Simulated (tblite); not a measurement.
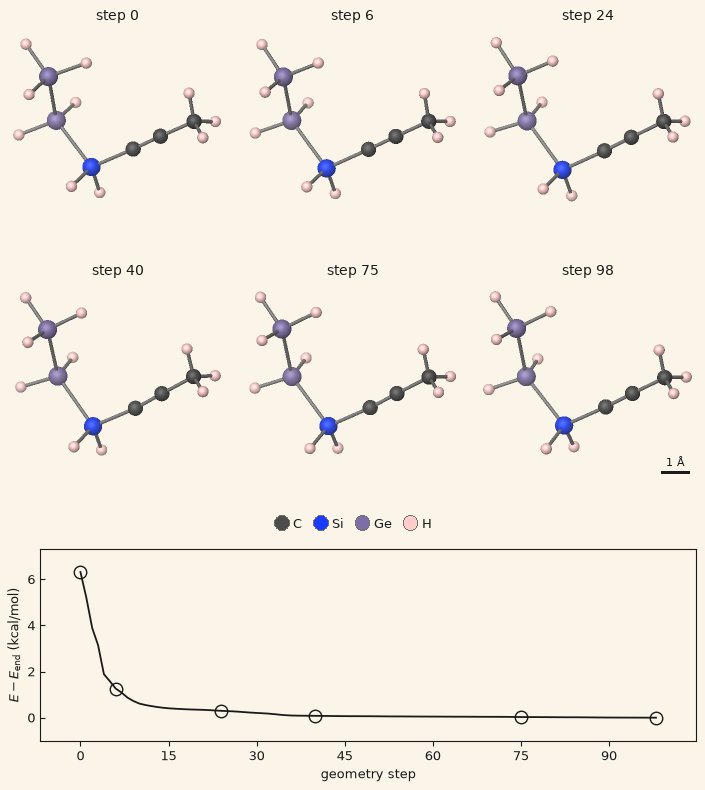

Frames of a relaxation of C3H10Ge2Si, marked on the history of the run. Style: ball-and-stick. Shown at a tilt.

Method: tblite 0.8.0, GFN2-xTB geometry optimisation, gas phase. 

Describe the path.

Answer. Over 98 geometry steps the energy falls by 6.31 kcal/mol. The largest move after the best rigid fit is that of an H atom, 0.39 Å. By element the largest moves are H 0.39 Å, Si 0.17 Å, Ge 0.15 Å, C 0.14 Å. Among the contacts that change: Ge–Si 2.300 → 2.357 Å, Ge–H 1.555 → 1.503 Å, C–Si 1.816 → 1.842 Å, C–C 1.469 → 1.445 Å. Bond angles that change, for instance: Si–Ge–Ge 109.1° → 120.1°, H–Ge–H 109.7° → 99.6°, H–Ge–H 110.0° → 104.0°. The run took 1.2 s on 1 thread of Arm Neoverse N1, with other jobs on the host. From step 0 to 6: H atoms move most (0.11 Å), energy −5.05 kcal/mol. From step 6 to 24: an H atom moves most (0.10 Å), energy −0.97 kcal/mol. From step 24 to 40: an H atom moves most (0.13 Å), energy −0.22 kcal/mol. From step 40 to 75: H atoms move most (0.09 Å), energy −0.05 kcal/mol. From step 75 to 98: an H atom moves most (0.13 Å), energy −0.03 kcal/mol.

```csv
step,"E − E(0), kcal/mol"
0,0.00
1,-1.11
2,-2.43
3,-3.17
4,-4.43
5,-4.73
6,-5.05
7,-5.23
8,-5.44
9,-5.59
10,-5.70
15,-5.91
19,-5.96
24,-6.02
29,-6.09
33,-6.16
38,-6.23
42,-6.24
47,-6.25
52,-6.26
56,-6.26
61,-6.27
66,-6.27
70,-6.28
75,-6.29
79,-6.29
84,-6.30
89,-6.31
93,-6.31
98,-6.31
```
